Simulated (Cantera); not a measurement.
Input: 1 mol Al, a varied amount of O2, 320 mol N2, 4.4 mol HCl, at 1448 K and 160 Pa.

Method: chemical equilibrium by Gibbs-energy minimisation in Cantera with the NASA 1993 tables (ideal gas, pure condensed phases). Candidate condensed phases: Al, AlCl3, AlN, Al2O3, H2O, NH4Cl; 45 gas species. The tables' values for AlCl2 are old estimates; treat these amounts as uncertain. Kinetics and transport are ignored.

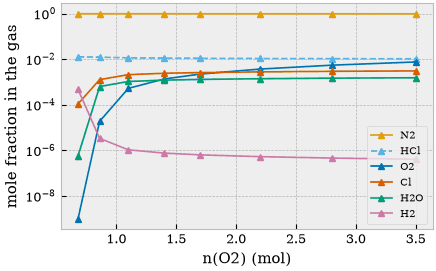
Figure. Equilibrium gas composition (values under 1e-9 drawn at 1e-9)

**Question.** Read off the mole fractions at 0.68 mol O2.

**Answer.** N2 about 0.99, HCl about 0.013, H2 about 0.00047, Cl about 0.00011, H2O about 5.7e-7.
